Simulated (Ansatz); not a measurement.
## Run report: C₂H₅AlS, single-point calculation

System: C₂H₅AlS, multiplicity 5, SMILES C=[C]([AlH2])S.
Method: UKS PBE0-d3bjatm/STO-3G (Ansatz 0.2.0).

Some settings of this run were made unusual or wrong on purpose. The geometry comes from this level: PBE0-D4/def2-TZVP. Figures and captions count atoms from 1; the log counts them from 0 in places.

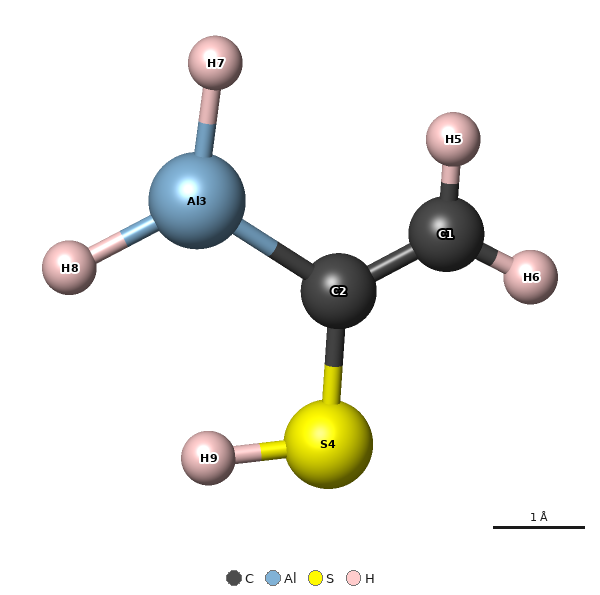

The structure as given in the input (ball-and-stick view, seen at a tilt; atoms are numbered from 1 in the order of the input). Sticks mark near contacts. Bond lengths as drawn: Al–C 1.94 Å, Al–H 1.58 to 1.59 Å, C–C 1.34 Å, C–H 1.09 Å, C–S 1.76 Å and H–S 1.34 Å.

### Input
```yaml
crystal:
  periodic: [false, false, false]
  atoms:
    - {symbol: C, position_ang: [-0.051968, 1.292425, -0.845419]}
    - {symbol: C, position_ang: [-0.306524, 0.328564, 0.050707]}
    - {symbol: Al, position_ang: [0.856025, -1.226152, 0.087578]}
    - {symbol: S, position_ang: [-1.664976, 0.490081, 1.152987]}
    - {symbol: H, position_ang: [0.786454, 1.196973, -1.528514]}
    - {symbol: H, position_ang: [-0.647630, 2.198371, -0.942270]}
    - {symbol: H, position_ang: [2.057318, -1.282522, -0.943087]}
    - {symbol: H, position_ang: [0.558980, -2.374388, 1.142275]}
    - {symbol: H, position_ang: [-1.499280, -0.669552, 1.808543]}
basis:
  gaussian: {orbitals: STO-3G}
magnetization: {spin_polarized: true, initial_magnetization: 4}
hamiltonian: {xc: {name: PBE0}, dispersion: d3bjatm}
output: {forces: true}
```

Run as:
```bash
ansatz run in.yaml --threads 2 --pin off --events-out ev --progress --plain --max-ram 4352MiB
```

### What the program printed
```
Functional definition: PBE0
  name "PBE0"
  cite "Adamo & Barone, J. Chem. Phys. 110, 6158 (1999) doi:10.1063/1.478522"
  cite "Perdew, Burke & Ernzerhof, Phys. Rev. Lett. 77, 3865 (1996) doi:10.1103/PhysRevLett.77.3865"
  parent pbe
  parameter a = 0.25
  parameter kappa = 0.804
  parameter beta = 0.06672455060314922
  exchange = (1 - a)*pbe_x(kappa = kappa, mu = beta*pi^2/3) + a*exact_x
  correlation = pbe_c(beta = beta)
395 factors; integrals over basis functions are off by at most 3.4e-5 eV
mean field evaluation 1: about -19335.8739 eV, gradient 1.8e1 eV
mean field evaluation 2: about -19330.4025 eV, gradient 2.9e1 eV
mean field evaluation 4: about -19339.1621 eV, gradient 1.9e0 eV
mean field evaluation 8: about -19339.2257 eV, gradient 2.7e-1 eV
mean field evaluation 16: about -19339.9906 eV, gradient 7.6e-2 eV
mean field evaluation 32: about -19339.1519 eV, gradient 5.7e0 eV
mean field -19339.98330885 eV, -710.7312774889 hartree, gradient 2.9e-5 eV, S^2 6.005720; 5 other end points of the search recorded, 0 dependent functions left out
the calculation of the forces begins
reference -19339.98332523 eV, -710.7312780907 hartree; 25, 21 occupied and 8, 12 virtual orbitals, 395 factors
Total energy: -19340.16793985 eV, -710.7380625529 hartree
Atom 0 at    -0.051968     1.292425    -0.845419 Å, force     2.513761     7.522915    -7.463435 eV/Å
Atom 1 at    -0.306524     0.328564     0.050707 Å, force    -4.249290    -5.597861     7.674967 eV/Å
Atom 2 at     0.856025    -1.226152     0.087578 Å, force     2.701452    -3.889651     0.290687 eV/Å
Atom 3 at    -1.664976     0.490081     1.152987 Å, force     0.462714     0.215444    -0.560119 eV/Å
Atom 4 at     0.786454     1.196973    -1.528514 Å, force     0.127371     0.170928    -0.230113 eV/Å
Atom 5 at    -0.647630     2.198371    -0.942270 Å, force    -0.168975     0.114358     0.068147 eV/Å
Atom 6 at     2.057318    -1.282522    -0.943087 Å, force    -1.165558     0.666188     0.575700 eV/Å
Atom 7 at     0.558980    -2.374388     1.142275 Å, force    -0.308510     1.382522    -0.685677 eV/Å
Atom 8 at    -1.499280    -0.669552     1.808543 Å, force     0.087036    -0.584844     0.329844 eV/Å
Dipole moment:    -0.534057     0.375037     0.217299 e Å
```

### Outcome

| quantity | value |
| --- | --- |
| outcome | converged |
| total energy | −19340.1679 eV |
| mean-field energy | −19339.9833 eV |
| dispersion energy | −0.1846 eV |
| ⟨S²⟩ | 6.006 |
| SCF solution under orbital rotations | stable |
| largest force (length of the vector) | 10.891 eV/Å |
| dipole moment | 3.30 D |
| hardware | 2 threads of Arm Neoverse V2, 23 GiB of memory available, shared host |
| wall time | 1.9 s (CPU time 3.7 s) |
| peak memory | 0.43 GiB |

### Diagnosis

The input was spoiled on purpose: spin. The program still converged, but the numbers can't be taken as results for the intended system.
